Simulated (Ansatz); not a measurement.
# FGeH3O: energies of removing a hydrogen

A script is to give energies of removing a hydrogen; the system is FGeH3O.

Computed with Ansatz 0.2.0, driven from Python. Level of theory: r2SCAN0/6-31G*.

## 1. The structure

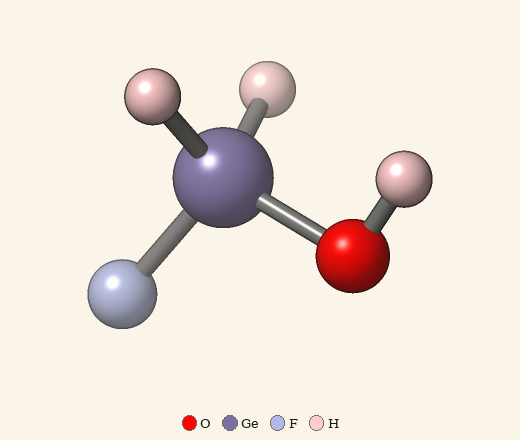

The structure that the script starts from, seen from a chosen angle (oxygen red, germanium purple, fluorine light blue, hydrogen pink).

No structure file is read: the coordinates are typed or built in the script.

## 2. The code

bde_fgeh3o.py reads:

```python
"""X-H bond energies of FGeH3O without relaxation."""

import ansatz


def total_energy(molecule, charge=0, unpaired=0):
    calc = molecule.calculation().basis(gaussian="6-31G*").functional("r2scan0").accuracy("medium")
    if charge:
        calc = calc.charge(charge)
    if unpaired:
        calc = calc.spin("collinear", total=unpaired)
    return calc.run(threads=1, backend="cpu").report["free_energy_ev"]

def without(molecule, index):
    rest = ansatz.Crystal.molecule()
    for i, site in enumerate(molecule.cartesian_sites):
        if i != index:
            rest = rest.atom(site.symbol, site.position_ang)
    return rest

molecule = (
    ansatz.Crystal.molecule()
    .atom("O", [-1.1244, -0.6732, -0.5309])
    .atom("Ge", [0.3367, 0.0024, 0.1696])
    .atom("F", [1.2823, -1.3306, 0.7438])
    .atom("H", [-1.5864, 0.1889, -0.8502])
    .atom("H", [1.1346, 0.7799, -0.9262])
    .atom("H", [-0.0007, 0.9685, 1.3477])
)

whole = total_energy(molecule, 0)
hydrogen = total_energy(ansatz.Crystal.molecule().atom("H", (0, 0, 0)), 0, 1)
print(f"E(molecule) = {whole:.5f} eV, E(H) = {hydrogen:.5f} eV")
for index in [3, 5]:
    radical = total_energy(without(molecule, index), 0, 1)
    print(f"H{index}: homolysis {(radical + hydrogen - whole):.3f} eV")
    anion = total_energy(without(molecule, index), -1)
    print(f"H{index}: loss of a proton {(anion - whole):.3f} eV")
```

## 3. The input behind the calls

The engine receives this input (first run):

```yaml
crystal:
  periodic: [false, false, false]
  atoms:
    - { symbol: O, position_ang: [-1.1244, -0.6732, -0.5309] }
    - { symbol: Ge, position_ang: [0.3367, 0.0024, 0.1696] }
    - { symbol: F, position_ang: [1.2823, -1.3306, 0.7438] }
    - { symbol: H, position_ang: [-1.5864, 0.1889, -0.8502] }
    - { symbol: H, position_ang: [1.1346, 0.7799, -0.9262] }
    - { symbol: H, position_ang: [-0.0007, 0.9685, 1.3477] }
accuracy: medium
basis:
  gaussian:
    orbitals: "6-31G*"
hamiltonian:
  xc: r2scan0
```

## 4. Launch

Command:

```console
python bde_fgeh3o.py
```

Q: Predict the main results. Wanted: weakest bond to hydrogen among those tried; easiest loss of a proton among those tried.

As calculated:

```
                                              quantity                          value
weakest bond to hydrogen among those tried (homolysis)  H5 (counted from 0), 3.656 eV
            easiest loss of a proton among those tried                  H3, 16.073 eV
                                         runs compared                              6
```

In words: Atoms are numbered as in the script, from 0. The fragments aren't relaxed and zero-point energy is left out, so these aren't bond dissociation enthalpies. Losing a bare proton in the gas phase costs far more than homolysis, as charges must be parted. All 6 runs converged (8 to 46 cycles). Caveats:
- The geometry is a force-field or estimated start, not a minimum of this method, and the basis set is short of its limit. All parts are taken at fixed geometry, without zero-point energy.
- Anions want diffuse functions, which this basis lacks.
